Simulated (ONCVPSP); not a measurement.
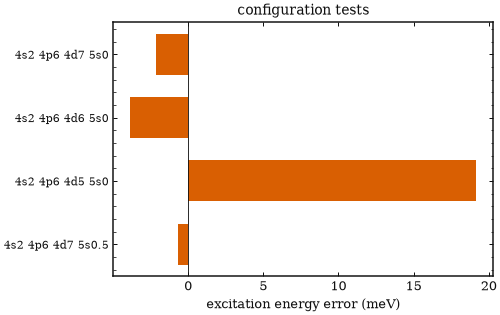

Errors, all-electron minus pseudo, of the energies of valence configurations relative to the unpolarised reference 4s2 4p6 4d7 5s1.

- Worst configuration: 4s2 4p6 4d5 5s0 (charge +3): the error is +19 meV on an all-electron energy of +56.09 eV relative to the reference, or 0.034 %.
- Configurations within 10 meV and within 50 meV: 3 and 4 of 4.

**Run report: Ru, pseudopotential generation**

Ruthenium (Ru, Z = 44), core [Ar] 3d10, reference valence 4s2 4p6 4d7 5s1, valence charge 16. Computed at this level: ONCV potential, PBEsol, scalar-relativistic, made with ONCVPSP 4.0.1.

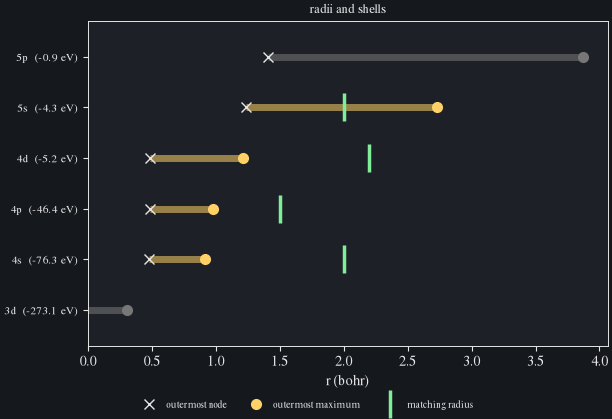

Outer shells of the all-electron reference atom: each bar runs from the outermost node (or the nucleus) to the outermost maximum of u(r); the tick is the radius chosen for the pseudo-wave. Shells without a tick have no pseudo-wave of their own. Levels, nodes and maxima are from ld1.x, scalar-relativistic.

- Radii against the shells: 4s: 2.00 bohr, outside the maximum; 4p: 1.50 bohr, outside the maximum; 4d: 2.20 bohr, outside the maximum; 5s: 2.00 bohr, between node and maximum.

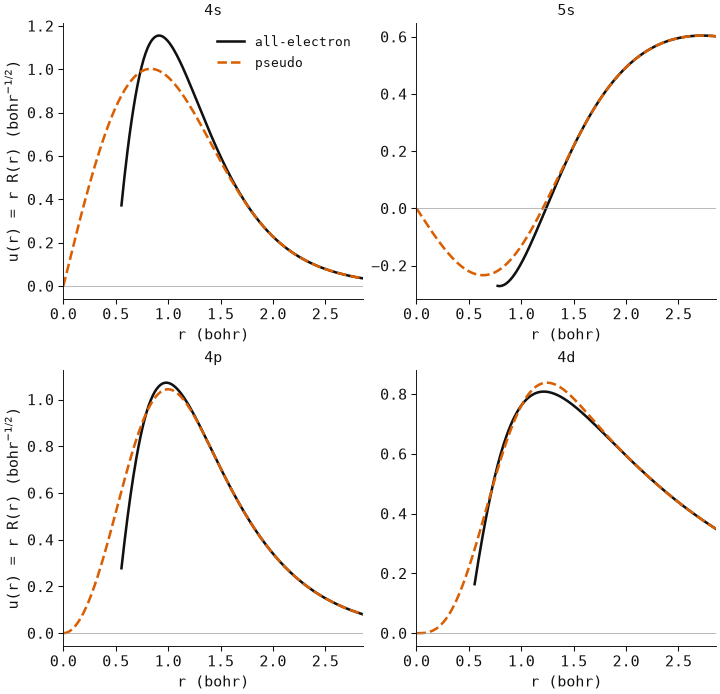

Partial waves u(r) = r R(r), all-electron (solid) and pseudo (dashed). The innermost oscillations of some all-electron curves aren't drawn. Reference configuration 4s2 4p6 4d7 5s1.

- Matching radii: 4s at 2.00 bohr; 5s at 2.00 bohr; 4p at 1.50 bohr; 4d at 2.20 bohr. The curves merge smoothly, so the plot gives these only roughly.
- Nodes of the pseudo-waves: 4s has no node; 5s has a node at about 1.2 bohr; 4p has no node; 4d has no node. A node in 5s is expected, since a lower shell of the same l is also in the valence and the two must stay orthogonal.

These pictures come from the run below.

Input file:
```
# ATOM AND REFERENCE CONFIGURATION
# atsym  z   nc   nv     iexc    psfile
  Ru 44.00    6    4  -116133      upf
#
#   n    l    f
    1    0    2.00
    2    0    2.00
    2    1    6.00
    3    0    2.00
    3    1    6.00
    3    2   10.00
    4    0    2.00
    4    1    6.00
    4    2    7.00
    5    0    1.00
#
# PSEUDOPOTENTIAL AND OPTIMIZATION
# lmax
    2
#
#   l,   rc,      ep,       ncon, nbas, qcut
    0    2.00    0.00    4    9    5.90
    1    1.50    0.00    3    7    9.40
    2    2.20    0.00    4    9    7.30
#
# LOCAL POTENTIAL
# lloc, lpopt,  rc(5),   dvloc0
    4    5    1.35    0.00
#
# VANDERBILT-KLEINMAN-BYLANDER PROJECTORs
# l, nproj, debl
    0    2    0.70
    1    2    3.70
    2    2    3.80
#
# MODEL CORE CHARGE
# icmod, fcfact, rcfact
    2    0.55    1.00
#
# LOG DERIVATIVE ANALYSIS
# epsh1, epsh2, depsh
   -4.00    5.00    0.02
#
# OUTPUT GRID
# rlmax, drl
    6.00    0.01
#
# TEST CONFIGURATIONS
# ncnf
    4
# nvcnf
#   n    l    f
    4
    4    0    2.00
    4    1    6.00
    4    2    7.00
    5    0    0.00
#
    4
    4    0    2.00
    4    1    6.00
    4    2    6.00
    5    0    0.00
#
    4
    4    0    2.00
    4    1    6.00
    4    2    5.00
    5    0    0.00
#
    4
    4    0    2.00
    4    1    6.00
    4    2    7.00
    5    0    0.50
#
```

Launched with:
```bash
oncvpsp.x < Ru.dat > Ru.out
```

The program's output (extracts):
```
ONCVPSP  (Optimized Norm-Conservinng Vanderbilt PSeudopotential)
scalar-relativistic version 4.0.1

#   n    l    f        energy (Ha)
    1    0    2.00    -8.0571099E+02
    2    0    2.00    -1.1585219E+02
    2    1    6.00    -1.0377877E+02
    3    0    2.00    -2.0391792E+01
    3    1    6.00    -1.6424996E+01
    3    2   10.00    -1.0037270E+01
    4    0    2.00    -2.8045340E+00
    4    1    6.00    -1.7044325E+00
    4    2    7.00    -1.9171719E-01
    5    0    1.00    -1.5687351E-01

Reference configufation results
  iterations    30
  all-electron total energy (Ha)   -4.52843367D+03

Begin loop to  construct optimized pseudo wave functions
and semi-local pseudopoentials for all angular momenta

Calculating optimized projector #   1

 for l=   0

    Fraction of norm inside rc  0.988277
    Optimizing pswf for qcut=   5.89 a_B^-1,  ecut=  17.37 Ha
    Residual kinetic energy error=  1.42D-06 Ha

    Energy error per electron        Cutoff
         Ha          eV             Ha
         0.01000     0.27211        5.51
         0.00100     0.02721        7.15
         0.00010     0.00272       10.71
         0.00001     0.00027       14.92

Calculating optimized projector #   2

 for l=   0

    Fraction of norm inside rc  0.112988
    Optimizing pswf for qcut=   5.89 a_B^-1,  ecut=  17.37 Ha
    Residual kinetic energy error=  7.46D-06 Ha

    Energy error per electron        Cutoff
         Ha          eV             Ha
         0.01000     0.27211        4.26
         0.00100     0.02721        6.40
         0.00010     0.00272       13.48
         0.00001     0.00027       17.12

   Wellstate for l =  1  n =  6
     eigenvalue =   1.9956
     asymptotic potential =   2.4956
     half-point radius =  3.2868

Calculating optimized projector #   1

 for l=   1

    Fraction of norm inside rc  0.830250
    Optimizing pswf for qcut=   9.41 a_B^-1,  ecut=  44.27 Ha
    Residual kinetic energy error=  4.36D-07 Ha

    Energy error per electron        Cutoff
         Ha          eV             Ha
         0.01000     0.27211       11.66
         0.00100     0.02721       26.63
         0.00010     0.00272       33.13
         0.00001     0.00027       38.02

Calculating optimized projector #   2

 for l=   1

    Fraction of norm inside rc  0.072147
    Optimizing pswf for qcut=   9.41 a_B^-1,  ecut=  44.27 Ha
    Residual kinetic energy error=  7.32D-07 Ha

    Energy error per electron        Cutoff
         Ha          eV             Ha
         0.01000     0.27211       10.94
         0.00100     0.02721       26.00
         0.00010     0.00272       33.67
         0.00001     0.00027       39.09

   Wellstate for l =  2  n =  7
     eigenvalue =   3.6083
     asymptotic potential =   4.1083
     half-point radius =  3.9726

Calculating optimized projector #   1

 for l=   2

    Fraction of norm inside rc  0.784784
    Optimizing pswf for qcut=   7.31 a_B^-1,  ecut=  26.69 Ha
    Residual kinetic energy error=  2.61D-07 Ha

    Energy error per electron        Cutoff
         Ha          eV             Ha
         0.01000     0.27211       14.51
         0.00100     0.02721       18.20
         0.00010     0.00272       21.29
         0.00001     0.00027       23.44

Calculating optimized projector #   2

 for l=   2

    Fraction of norm inside rc  0.176682
    Optimizing pswf for qcut=   7.31 a_B^-1,  ecut=  26.69 Ha
    Residual kinetic energy error=  9.61D-06 Ha

    Energy error per electron        Cutoff
         Ha          eV             Ha
         0.01000     0.27211       17.29
         0.00100     0.02721       21.15
         0.00010     0.00272       23.89
         0.00001     0.00027       27.39

Construct Vanderbilt / Kleinmman-Bylander projectors

B matrix Hermiticity error, ll=   0
   1   2    2.5848E-04

  Orthonormal projector coefficients  6.5995E+00  1.2600E+00

B matrix Hermiticity error, ll=   1
   1   2   -4.6846E-04

  Orthonormal projector coefficients  6.1792E+00  8.2278E-01

B matrix Hermiticity error, ll=   2
   1   2    2.2985E-04

  Orthonormal projector coefficients  5.0895E+00 -6.1582E-01

Model core correction analysis
  based on d2Exc/dn_idn_j

d2excae - all-electron derivatives

   -3.334370D-02   -2.971797D-02   -1.667431D-02   -1.722436D-03
   -2.971819D-02   -2.782524D-02   -1.771212D-02   -2.171508D-03
   -1.667460D-02   -1.771226D-02   -1.785550D-02   -9.569722D-03
   -1.722398D-03   -2.171266D-03   -9.566095D-03   -2.971263D-02

d2excps - pseudofunction derivatives with no core correction

   -5.025164D-02   -3.348632D-02   -1.604331D-02   -3.091528D-03
   -3.348691D-02   -3.147996D-02   -1.890528D-02   -2.401042D-03
   -1.604334D-02   -1.890545D-02   -1.891374D-02   -9.533412D-03
   -3.092803D-03   -2.400819D-03   -9.529785D-03   -2.980881D-02

rms 2nd derivative error    4.584434E-03

amplitude prefactor, scale prefactor
   18.7698    1.0868

d2excps - pseudofunction derivatives with core correction

   -2.883099D-02   -2.656745D-02   -1.461065D-02   -1.541780D-03
   -2.656734D-02   -2.852536D-02   -1.833431D-02   -1.917495D-03
   -1.461073D-02   -1.833446D-02   -1.887748D-02   -9.426259D-03
   -1.541716D-03   -1.917246D-03   -9.422633D-03   -2.969666D-02

rms 2nd derivative error    1.790269E-03

Pseudoatom total energy  -95.065387

Diagnostic tests using Vanderbilt-Kleinman-Bylander pseudopotentials
  1 or more projectors used as specified by nproj input data

   l    rcore       rmatch      e in        delta e   norm test  slope test

   0   2.0111218   2.0721839  -2.8045340   0.0000018   1.0001834   1.0001610
   0   2.0111218   2.0721839  -0.1568735   0.0000009   1.0000198   1.0000147

   1   1.5001591   1.5457072  -1.7044325  -0.0000010   1.0001344   1.0001520
   1   1.5001591   1.5457072   1.9955675   0.0000992   1.0003570   1.0003570

   2   2.2131257   2.2803209  -0.1917172  -0.0000010   1.0000185   1.0000236
   2   2.2131257   2.2803209   3.6082828   0.0000137   1.0000570   1.0000570

 Testing for bound ghosts
   n   l    E NL Schr. Eq   E Basis Diag.   E Cutoff

   1   0       -2.804532       -2.804532     87.05
   2   0       -0.156873       -0.134138     87.05

   2   1       -1.704434       -1.704402     99.18

   3   2       -0.191718       -0.191112     90.57

 Testing for highly-localized positive-energy ghosts
       l    <radius>/rc     E Basis Diag.   E Cutoff

Test configuration 0

   n   l     f        eae           eps        diff
   1   0  2.0000 -805.71098883
   2   0  2.0000 -115.85218642
   2   1  6.0000 -103.77877074
   3   0  2.0000  -20.39179182
   3   1  6.0000  -16.42499615
   3   2 10.0000  -10.03727010
   4   0  2.0000   -2.80453396   -2.80453215    1.82D-06
   4   1  6.0000   -1.70443252   -1.70443351   -9.96D-07
   4   2  7.0000   -0.19171719   -0.19171818   -9.92D-07
   5   0  1.0000   -0.15687351   -0.15687264    8.68D-07

    Total energies and differences
      AE_ref= -4.52843367D+03  AE_tst= -4.52843367D+03  dif=  0.00D+00
      PS_ref= -9.50653870D+01  PS_tst= -9.50653870D+01  dif= -7.67D-13
      PSP excitation error=  7.67D-13

Test configuration 1

   n   l     f        eae           eps        diff
   1   0  2.0000 -805.98174450
   2   0  2.0000 -116.11875702
   2   1  6.0000 -104.04560019
   3   0  2.0000  -20.65969562
   3   1  6.0000  -16.69288633
   3   2 10.0000  -10.30480825
   4   0  2.0000   -3.07605789   -3.07833018   -2.27D-03
   4   1  6.0000   -1.97731594   -1.97806211   -7.46D-04
   4   2  7.0000   -0.46107789   -0.46118682   -1.09D-04

    Total energies and differences
      AE_ref= -4.52843367D+03  AE_tst= -4.52816542D+03  dif=  2.68D-01
      PS_ref= -9.50653870D+01  PS_tst= -9.47970557D+01  dif=  2.68D-01
      PSP excitation error= -7.74D-05

Test configuration 2

   n   l     f        eae           eps        diff
   1   0  2.0000 -806.45829341
   2   0  2.0000 -116.59952422
   2   1  6.0000 -104.52604996
   3   0  2.0000  -21.13820507
   3   1  6.0000  -17.17139138
   3   2 10.0000  -10.78377648
   4   0  2.0000   -3.54358226   -3.54509627   -1.51D-03
   4   1  6.0000   -2.43864784   -2.43900256   -3.55D-04
   4   2  6.0000   -0.88673808   -0.88655267    1.85D-04

    Total energies and differences
      AE_ref= -4.52843367D+03  AE_tst= -4.52749715D+03  dif=  9.37D-01
      PS_ref= -9.50653870D+01  PS_tst= -9.41287165D+01  dif=  9.37D-01
      PSP excitation error= -1.41D-04

Test configuration 3

   n   l     f        eae           eps        diff
   1   0  2.0000 -807.01636436
   2   0  2.0000 -117.16390676
   2   1  6.0000 -105.09005111
   3   0  2.0000  -21.69656995
   3   1  6.0000  -17.72973741
   3   2 10.0000  -11.34305219
   4   0  2.0000   -4.07862858   -4.07865710   -2.85D-05
   4   1  6.0000   -2.96431452   -2.96300240    1.31D-03
   4   2  5.0000   -1.37199182   -1.37000158    1.99D-03

    Total energies and differences
      AE_ref= -4.52843367D+03  AE_tst= -4.52637226D+03  dif=  2.06D+00
      PS_ref= -9.50653870D+01  PS_tst= -9.30046806D+01  dif=  2.06D+00
      PSP excitation error=  7.04D-04

Test configuration 4

   n   l     f        eae           eps        diff
   1   0  2.0000 -805.84025372
   2   0  2.0000 -115.97957388
   2   1  6.0000 -103.90627470
   3   0  2.0000  -20.51981131
   3   1  6.0000  -16.55300994
   3   2 10.0000  -10.16512246
   4   0  2.0000   -2.93434220   -2.93530638   -9.64D-04
   4   1  6.0000   -1.83493977   -1.83524747   -3.08D-04
   4   2  7.0000   -0.32104326   -0.32107591   -3.26D-05
   5   0  0.5000   -0.26714834   -0.26716404   -1.57D-05

    Total energies and differences
      AE_ref= -4.52843367D+03  AE_tst= -4.52832803D+03  dif=  1.06D-01
      PS_ref= -9.50653870D+01  PS_tst= -9.49597131D+01  dif=  1.06D-01
      PSP excitation error= -2.55D-05
```

Results in brief:

- outcome: generated
- cutoffs needed: 27 Ha and 33 Ha (the cutoffs at which the residual kinetic energy of the hardest occupied pseudo-wave falls to 1 and 0.1 mHa per electron)
- ghost test: no bound ghost flagged; no localised positive-energy state flagged
- largest excitation error: +19 meV (all-electron minus pseudo) for 4s2 4p6 4d5 5s0, out of 4 test configurations
- rms error of d²Exc/dni dnj: 4.58 mHa without and 1.79 mHa with the model core
- range over which the phases arctan(r R′/R) at the test radius agree within 0.05 rad (a looser test near the poles than one of phase shifts): s: up to about 3.8 Ha; p: over the whole range computed; d: over the whole range computed; f: not judged, local potential alone
- hardware: 1 CPU thread, shared host
- wall time: 5.4 s
